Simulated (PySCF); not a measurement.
Input

```
{"job": {"kind": "nmr", "xc": "PBE0", "basis": "pcSseg-1", "pop": false}, "charge": 0, "multiplicity": 1}
C      3.758000    -0.795100     0.295400
C      2.646600    -0.415400     0.474000
C      1.267300    -0.134800     0.675900
O      0.751800     0.733900     1.310000
C      0.487200    -0.996300    -0.332000
C     -0.912800    -0.549600    -0.384800
C     -2.055700    -0.293000    -0.182000
C     -3.442300    -0.129200     0.127900
F     -4.190300     0.163700    -0.960900
F     -3.743200     0.920000     1.003500
H      4.730000    -1.043000     0.054500
H      0.958500    -0.951900    -1.322400
H      0.534700    -2.035100     0.010500
H     -3.823100    -1.028200     0.579500
```

Run with:

```sh
OMP_NUM_THREADS=1 python probes_run.py task.json out
```

Geometry: GFN2-xTB, MD frame at 250 fs, 300 K.

Theory: PBE0/pcSseg-1, SCF density, gas phase, non-relativistic (PySCF).

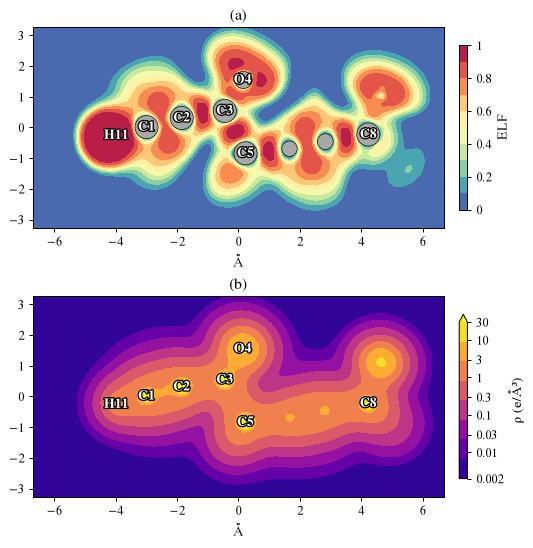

C$_{7}$H$_{4}$F$_{2}$O (SMILES C#CC(=O)CC#CC(F)F). (a) electron localisation function; (b) total electron density on the plane of atoms C2, C3 and C5. Grey discs cover the atomic cores in the ELF map.

**What do the fields say about this system?**

The section cuts through C, O and H sites.
C–C (1.19 Å): the density is about 2.8 e/Å³ at the midpoint; the ELF peaks at about 0.85 between the atoms: a short, multiple covalent bond.
C–O (1.19 Å): ρ at the midpoint is about 3.4 e/Å³; the ELF peaks at about 0.85 between the atoms; a multiple bond.
C–H (1.03 Å): ρ at the midpoint is about 2.2 e/Å³; the ELF climbs to about 1 towards the hydrogen, as it does in any bond to H; a covalent bond by its length.
The ELF also peaks beside F10 and O4, away from the bonds: lone-pair regions.
